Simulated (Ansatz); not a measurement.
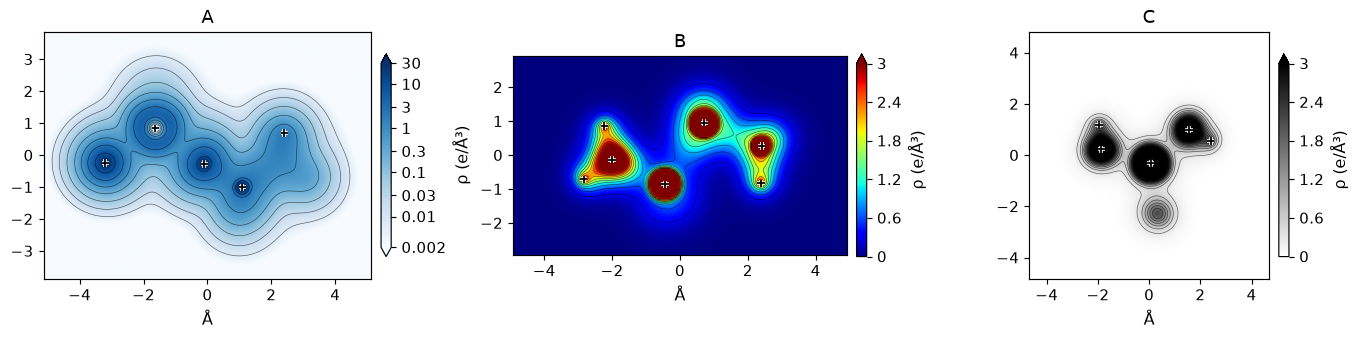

The electron density of 3 systems, each on a plane through atoms (crosses mark nuclei in the plane).

Method: Ansatz, isolated molecule in a Gaussian basis; Kohn-Sham density functional theory, functional PBE0.

System 1: C2H5F3OZr (SMILES CC[O][Zr]([F])([F])[F]), the plane of atoms F5, Zr7 and O6. Geometry: PBE0-D4/def2-SVP; core potentials replace the inner electrons of Zr.

```xyz
12

C    -0.1170   -1.6191   -2.1106
C     0.4645   -2.1301   -0.8102
F     1.0697    1.9090    0.4413
F     3.7873    0.5272   -0.2211
F     2.3696   -0.0443    2.5080
O     1.1728   -1.1292   -0.1392
Zr    2.1035    0.3186    0.6532
H    -0.8099   -0.7837   -1.9275
H     0.6800   -1.2665   -2.7830
H    -0.6710   -2.4186   -2.6256
H     1.1448   -2.9793   -0.9990
H    -0.3377   -2.5010   -0.1479
```

System 2: CH5NSSi (SMILES CS[Si]N), the plane of atoms S3, C1 and H7. Geometry: PBE0-D4/def2-SVP.

```xyz
9

C    -2.3260    1.6913    3.4655
N     1.4431   -0.2708    2.2234
S    -0.8003    0.7572    3.8008
Si    0.0256    0.6143    1.8143
H    -3.1939    1.0949    3.7777
H    -2.3105    2.6302    4.0354
H    -2.4188    1.9246    2.3939
H     1.7330   -0.5916    3.1430
H     2.1083   -0.5328    1.5038
```

System 3: H5InO4, the plane of atoms In1, O2 and H6. Geometry: PBE0-D4/def2-SVP; core potentials replace the inner electrons of In.

```yaml
atoms:
  - { symbol: In, position_ang: [-1.2692, -0.8086, 1.3448] }
  - { symbol: O, position_ang: [0.4808, -1.7649, 1.2143] }
  - { symbol: O, position_ang: [-2.8954, -2.0448, 1.2331] }
  - { symbol: O, position_ang: [-1.4191, 1.0666, 2.0015] }
  - { symbol: O, position_ang: [-1.8929, -1.0213, -0.8828] }
  - { symbol: H, position_ang: [1.2107, -1.2264, 1.5400] }
  - { symbol: H, position_ang: [-2.8031, -2.8786, 1.7059] }
  - { symbol: H, position_ang: [-2.3434, 1.3301, 2.0787] }
  - { symbol: H, position_ang: [-1.2245, -1.5301, -1.3601] }
  - { symbol: H, position_ang: [-2.5184, -1.6849, -0.4913] }
```

Q: Match each panel to its system.

A: Panel A is system 1, C2H5F3OZr: the plane holds C, F, O, Zr and H. C–O (1.40 Å): the density is about 2.1 e/Å³ at the midpoint, with its minimum of 1.7 e/Å³ about 0.5 Å from C. Panel B is system 2, CH5NSSi: the plane holds C, N, S, Si and H. Si–N (1.72 Å): ρ at the midpoint is about 1.1 e/Å³. Panel C is system 3, H5InO4: the plane holds In, O and H. In–O (1.99 Å): ρ at the midpoint is about 0.72 e/Å³.
